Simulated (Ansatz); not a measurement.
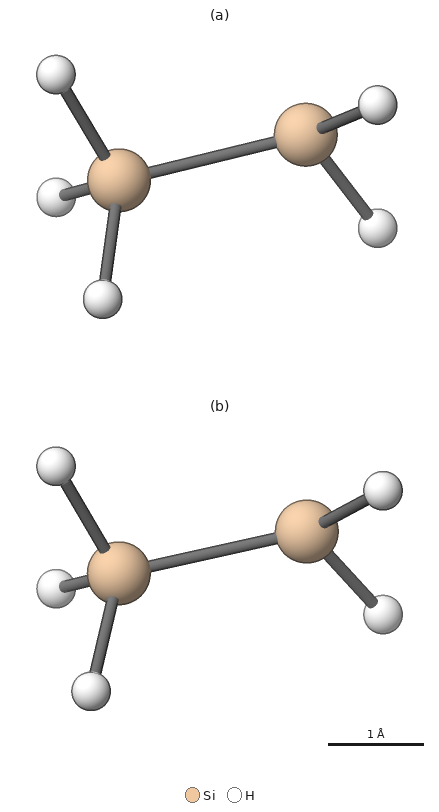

The structure of Si2H5 (multiplicity 2) before (top) and after (bottom) a constrained relaxation, at one scale.

The picture is a ball-and-stick view, seen from a free direction.

Computed with Ansatz 0.2.0, UKS PBE0-D4/def2-TZVP.

Input file:
```yaml
crystal:
  periodic: [false, false, false]
  atoms:
    - {symbol: Si, position_ang: [-0.209587, -1.361244, -0.191101]}
    - {symbol: Si, position_ang: [0.289898, 0.619593, -0.077437]}
    - {symbol: H, position_ang: [-0.002586, -2.123942, 1.070252]}
    - {symbol: H, position_ang: [-1.573615, -1.624613, -0.725550]}
    - {symbol: H, position_ang: [0.142014, 1.233179, -1.423512]}
    - {symbol: H, position_ang: [-0.563755, 1.373505, 0.883119]}
    - {symbol: H, position_ang: [1.706925, 0.737215, 0.356755]}
basis:
  gaussian: {orbitals: def2-TZVP}
magnetization: {spin_polarized: true, initial_magnetization: 1}
hamiltonian: {xc: pbe0, dispersion: d4}
relax: {f_tol: 0.005, max_steps: 200, constraints: [{distance: [0, 1]}]}
```

### Summarise the run.

The atom that moves furthest after the best rigid fit is H6 (0.12 Å). Largest moves by element: H 0.12 Å, Si 0.07 Å. Some distances before and after: Si2–H6 1.490 → 1.497 Å. Bond angles that change, for instance: Si2–Si1–H3 114.5° → 118.5°, Si2–Si1–H4 114.5° → 118.5°, Si1–Si2–H6 112.7° → 116.0°. The energy falls by 0.43 kcal/mol in 5 accepted moves (6 points after the start). Largest force component: 0.14 eV/Å at the start, 0.0013 eV/Å at the end. The line search rejected the trial step at point 3 of the run.
